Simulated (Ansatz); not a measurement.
**C2H7BO2 (SMILES COB(C)O): the vertical ionisation energy, rung by rung**

The species is C2H7BO2 (12 atoms), meant as a singlet with charge 0. As SMILES, `COB(C)O`. The coordinates come from a PBE0-D4/def2-TZVP relaxation. This is one conformer, not always the lowest.

```xyz
12

C    -0.3858    1.1047    1.2275
O    -0.2883    1.0945   -0.1773
B     0.0785   -0.0276   -0.8686
C     0.4038   -1.4054   -0.1922
O     0.1515    0.0903   -2.2254
H     0.6010    1.0273    1.6945
H    -1.0118    0.2868    1.5965
H    -0.8377    2.0514    1.5252
H    -0.4736   -1.8052    0.3270
H     0.7263   -2.1449   -0.9252
H     1.1875   -1.3070    0.5653
H    -0.0745    0.9801   -2.5132
```

Quantity: the vertical ionisation energy (to the doublet cation), in eV. The values are calculated.

```
                                 level                    kind  program  value (eV)  less CCSD(T)/6-31G*  CPU time (all runs)
       HF/6-31G* (spherical functions)            Hartree–Fock   Ansatz       10.04                -0.57                 15 s
    SVWN5/6-31G* (spherical functions)                     LDA   Ansatz       10.19                -0.42                 19 s
      PBE/6-31G* (spherical functions)                     GGA   Ansatz       10.04                -0.57                 38 s
   r2SCAN/6-31G* (spherical functions)                meta-GGA   Ansatz       10.29                -0.32                 66 s
    B3LYP/6-31G* (spherical functions)           global hybrid   Ansatz       10.46                -0.15                 49 s
    BHLYP/6-31G* (spherical functions)           global hybrid   Ansatz       10.73                +0.12                 41 s
CAM-B3LYP/6-31G* (spherical functions)  range-separated hybrid   Ansatz       10.69                +0.08                 53 s
      MP2/6-31G* (spherical functions)     perturbation theory   Ansatz       11.11                +0.50                 16 s
  CCSD(T)/6-31G* (spherical functions)   coupled cluster or CI   Ansatz       10.61                 0.00              3.4 min
```

Differences are taken from CCSD(T)/6-31G* (spherical functions) for orientation; it has basis-set and higher-order errors of its own. The values span 10.04 to 11.11 eV. Times are those of the runs behind each value, whatever else they computed, on shared processors of several kinds: orders of magnitude only.

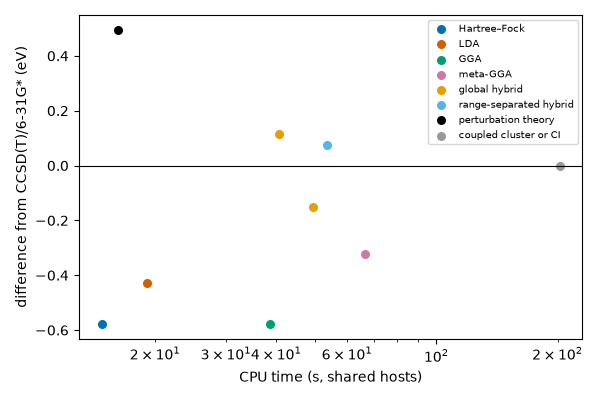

Difference from CCSD(T)/6-31G* against processor time, one point a level.
